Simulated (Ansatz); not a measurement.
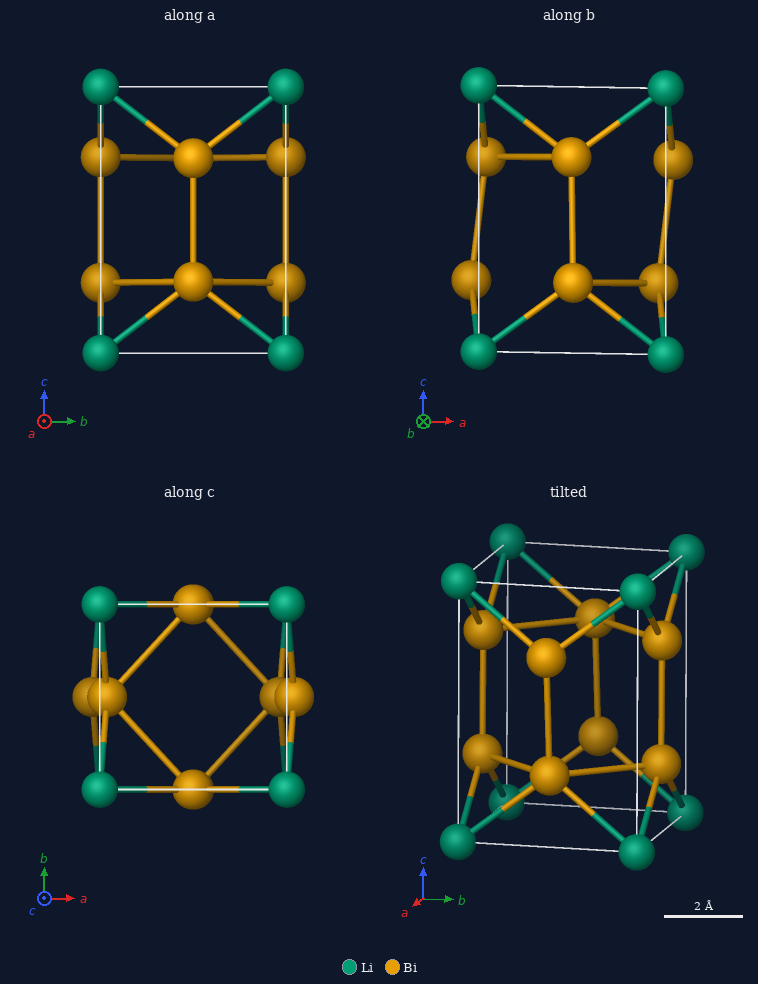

View along the a axis, along the b axis, along the c axis and slightly off an axis, drawn as a ball-and-stick model. The lines enclose the conventional unit cell; boundary atoms appear with their images.

Lattice parameters: a = 4.812 Å, b = 4.761 Å, c = 6.845 Å, α = 90.00°, β = 90.93°, γ = 90.00°.

Question: Give the structure in the form of a table of Wyckoff sites, with free fractional coordinates to two decimals.

Answer: Space group P2/m (No. 10).
| atom | site | x | y | z |
| --- | --- | --- | --- | --- |
| Li | 1a | 0.00 | 0.00 | 0.00 |
| Bi | 2n | 0.04 | 0.50 | 0.73 |
| Bi | 2m | 0.50 | 0.00 | 0.74 |

Origin of the cell: a structure type filled with these elements by a generator (whether the compound takes this form wasn't checked). Earlier steps of the study may have refined or changed the cell and positions. It was set up as input for a calculation with Ansatz.
